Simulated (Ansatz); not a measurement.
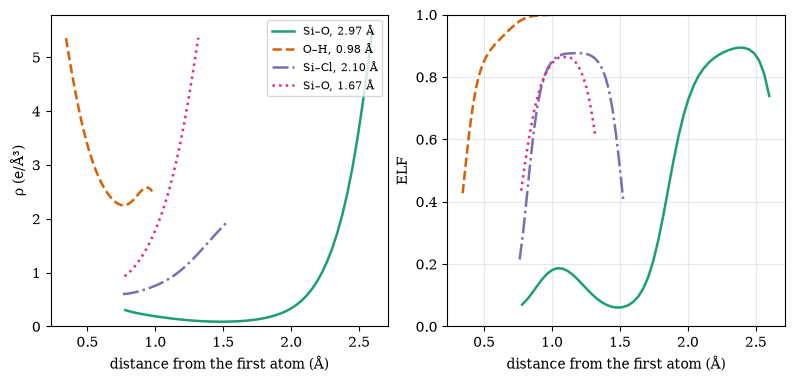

*ClH$_{3}$OSi···H$_{4}$OSi. Total electron density and electron localisation function along straight lines between neighbouring atoms. The curves leave out the atomic cores.*

Method: RKS PBE-D4/6-31G* (Ansatz).

Input file:

```
crystal:
  periodic: [false, false, false]
  atoms:
    - { symbol: Si, position_ang: [-0.133288, -0.215021, -0.175638] }
    - { symbol: Cl, position_ang: [-0.701364, -0.62333, 1.827976] }
    - { symbol: O, position_ang: [1.511066, -0.269177, -0.450107] }
    - { symbol: H, position_ang: [1.867672, -1.173349, -0.546164] }
    - { symbol: H, position_ang: [-0.688168, 1.096804, -0.583417] }
    - { symbol: H, position_ang: [-0.770118, -1.350103, -0.923714] }
    - { symbol: O, position_ang: [1.036868, 1.923056, 1.361877] }
    - { symbol: Si, position_ang: [2.664111, 1.674381, 1.727943] }
    - { symbol: H, position_ang: [3.025883, 0.247321, 2.019981] }
    - { symbol: H, position_ang: [3.436974, 2.178541, 0.554604] }
    - { symbol: H, position_ang: [3.041112, 2.484013, 2.939141] }
    - { symbol: H, position_ang: [0.445551, 1.660164, 2.112017] }
basis:
  gaussian: { orbitals: "6-31G*" }
hamiltonian:
  xc: pbe
  dispersion: d4
relax:
  f_tol: 0.03
  max_steps: 50
output:
  orbitals: {}
```

Command:

```sh
ansatz run input.yaml --threads 2 --pin off --max-ram 3072MiB --backend cpu --events-out ev --progress --plain --runs-dir out
```

The fields are those of the run's last geometry, not of the input's.

**What can be read from the curves?**

Si1···O7 (2.97 Å): the density falls to about 0.09 e/Å³ on the way; the ELF dips to about 0.05 between them.
O–H (0.98 Å): the density is about 3.5 e/Å³ at the midpoint; the ELF climbs to about 1 towards the hydrogen, as it does in any bond to H: a covalent bond by its length.
Si–Cl (2.10 Å): ρ is about 0.82 e/Å³ halfway; the ELF peaks at about 0.90 between the atoms: a polar covalent bond.
Si–O (1.67 Å): ρ at the midpoint is about 1.1 e/Å³; the ELF peaks at about 0.85 between the atoms; a shared but strongly polarised pair.
